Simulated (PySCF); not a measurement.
SMILES COc1ccc(C(=O)O)s1 (C6H6O3S), singlet at its GFN2-xTB optimised geometry (Å):

```
16

C     -2.3382    -2.6363     0.0068
O     -0.9400    -2.8205    -0.0003
C     -0.1802    -1.7227     0.0000
C      1.1934    -1.7227     0.0000
C      1.7251    -0.4295     0.0000
C      0.7689     0.5549    -0.0001
C      0.9815     1.9862     0.0004
O      2.0626     2.5255     0.0006
O     -0.1737     2.6827     0.0012
S     -0.8342    -0.1157     0.0001
H     -2.7754    -3.6323     0.0093
H     -2.6556    -2.0871     0.8984
H     -2.6651    -2.0873    -0.8816
H      1.7733    -2.6259     0.0003
H      2.7754    -0.2015     0.0002
H      0.0191     3.6323     0.0018
```

Computed with PySCF with CAM-B3LYP/def2-TZVP. Cells within 0.4 Å of a nucleus heavier than hydrogen are left out (blank, or x).

Map of the deformation density (molecule minus spherical neutral atoms) (e/bohr³) on the plane z = 0.0 Å:

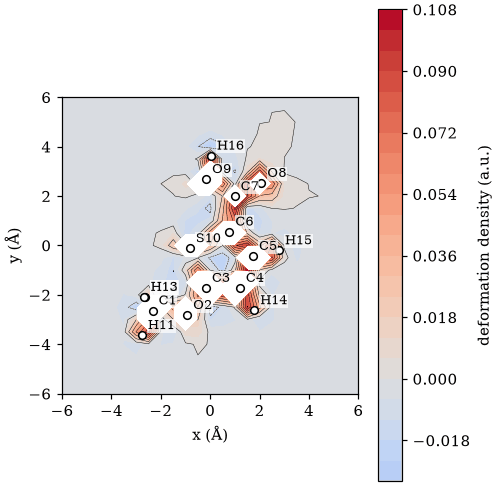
Fig. 1. Deformation density (molecule minus spherical neutral atoms) (e/bohr³) on the plane z = 0.0 Å.
